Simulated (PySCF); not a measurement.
# C3H8FSi3 (SMILES F[CH]C#C[SiH]([SiH3])[SiH3]) (doublet): what the fields show

```yaml
atoms:
  - { symbol: F, position_ang: [3.5459, -1.7822, -1.7440] }
  - { symbol: C, position_ang: [3.4048, -1.1826, -0.5419] }
  - { symbol: C, position_ang: [2.2217, -0.6797, -0.1477] }
  - { symbol: C, position_ang: [1.1373, -0.2162, 0.2149] }
  - { symbol: Si, position_ang: [-0.4827, 0.4678, 0.7164] }
  - { symbol: Si, position_ang: [-1.0667, 2.1615, -0.7742] }
  - { symbol: Si, position_ang: [-2.0219, -1.2769, 0.8537] }
  - { symbol: H, position_ang: [4.3152, -1.1627, 0.0341] }
  - { symbol: H, position_ang: [-0.2085, 1.0256, 2.0577] }
  - { symbol: H, position_ang: [-0.0849, 3.2436, -0.8369] }
  - { symbol: H, position_ang: [-2.3431, 2.7599, -0.3696] }
  - { symbol: H, position_ang: [-1.2427, 1.6364, -2.1285] }
  - { symbol: H, position_ang: [-2.2257, -1.9073, -0.4508] }
  - { symbol: H, position_ang: [-3.3208, -0.7579, 1.2945] }
  - { symbol: H, position_ang: [-1.6322, -2.3214, 1.8003] }
```

Geometry: GFN2-xTB.

These are results of UKS B3LYP, pcH-1 on C F H Si, non-relativistic, mean-field spin-orbit, GIAO (PySCF), not measurements.

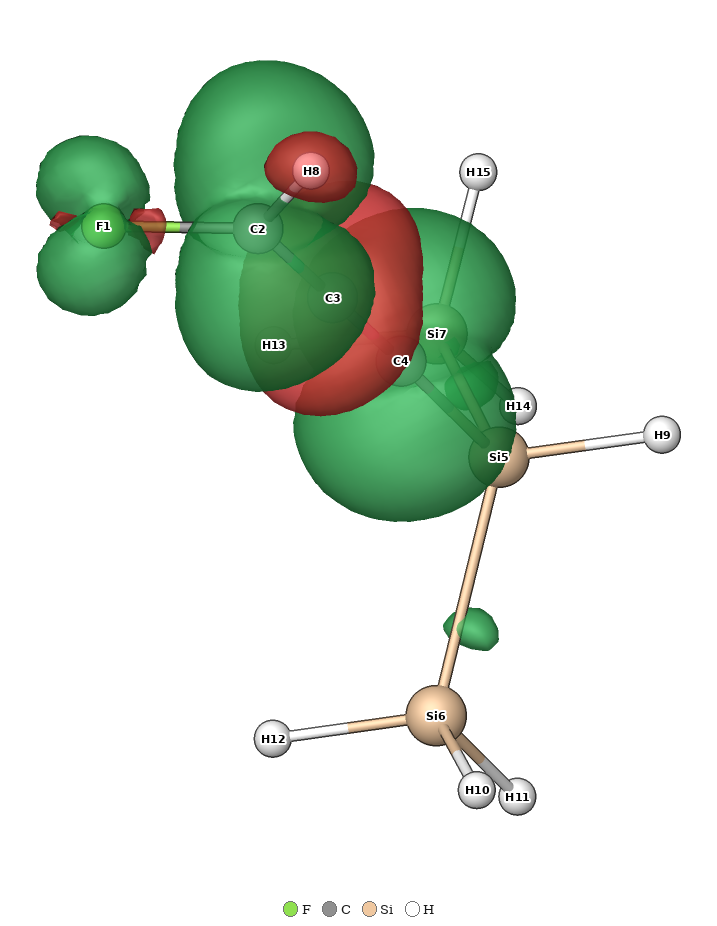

Figure 1. Isosurfaces of the spin density at +0.015 (green) and −0.015 e/Å³ (red), seen at an oblique angle.

Q: Where is the unpaired spin?

A: The unpaired spin (1 electron) lies mostly on C2 (about 0.4), C4 (about 0.3) and F1 (about 0.1), in electrons by Hirshfeld's partition.

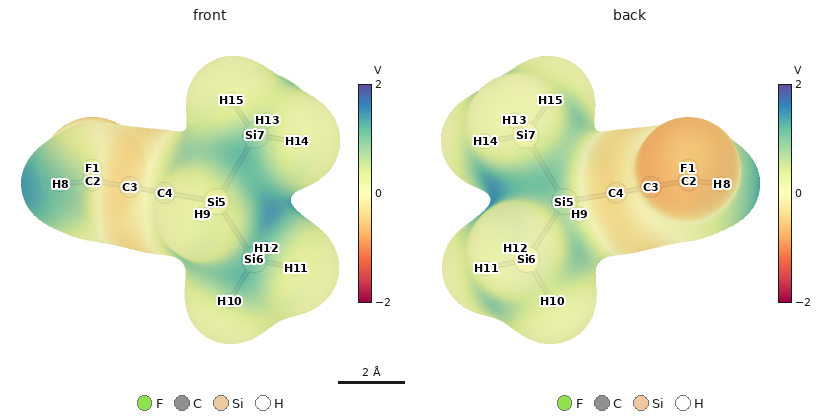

Figure 2. The molecular electrostatic potential painted on the density surface at 0.002 e/bohr³, seen from the front and from behind; the colour scale runs from red (negative) to blue (positive).

Q: Which sites attract a positive test charge, and which a negative one?

A: A positive charge is drawn to the negative regions and a negative charge to the positive ones. The most negative region (about −0.8 V) lies over F1, the most positive (about +1.5 V) over Si5, Si6, Si7 and H8.

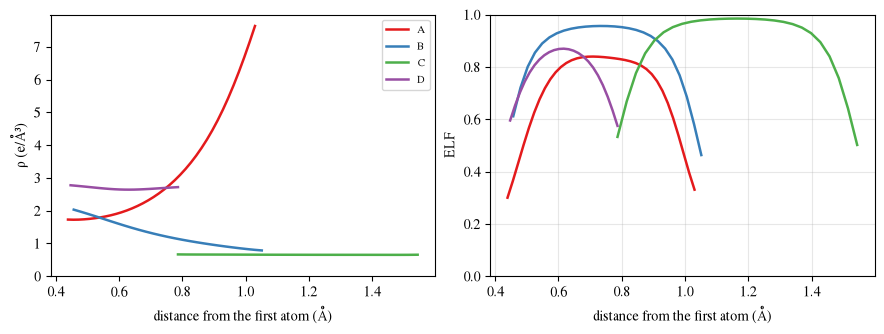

Figure 3. Total electron density and electron localisation function along straight lines between neighbouring atoms. The curves leave out the atomic cores.

Q: Which curve belongs to which contact (C–C, C–F, C–Si and Si–Si)? The first atom named is at distance zero.

A: Curve A: C–F (1.35 Å): ρ is about 2.2 e/Å³ halfway, with its minimum of 1.7 e/Å³ about 0.5 Å from C; the ELF peaks at about 0.85 between the atoms: a shared but strongly polarised pair. Curve B: C–Si (1.83 Å): ρ at the midpoint is about 0.93 e/Å³; the ELF peaks at about 0.95 between the atoms; a shared electron pair. Curve C: Si–Si (2.33 Å): ρ is about 0.65 e/Å³ halfway; the ELF peaks at about 1 between the atoms, as expected for a shared electron pair. Curve D: C–C (1.23 Å): ρ is about 2.6 e/Å³ halfway; the ELF peaks at about 0.85 between the atoms (a multiple bond).
